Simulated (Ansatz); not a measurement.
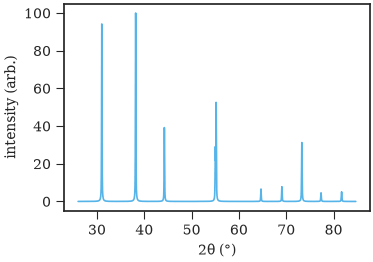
Figure: Simulated powder pattern, Cu Kα, λ = 1.54184 Å

The pattern belongs to a structure relaxed with plane-wave PAW PBE (Ansatz code).

**Question.** Pick the material that matches.
(A) Rh, fcc (Cu type)
(B) LiNbO3, R3c (Li on 6a, Nb on 6a, O on 18b)
(C) LiF, P6_3/mmc (Li on 2d, F on 2c)
(D) CaF2, fluorite

**Answer.** C, LiF, P6_3/mmc (Li on 2d, F on 2c)

The start of the workflow was typed in or built on a structure type; neither database checked (COD, Materials Project) lists it. It is not the phase usual at ambient conditions (space group No. 225). The cell was relaxed with PBE under the symmetry of its start; its stability against distortions is not shown here.

Potentials: the earlier of the program's two PAW sets.
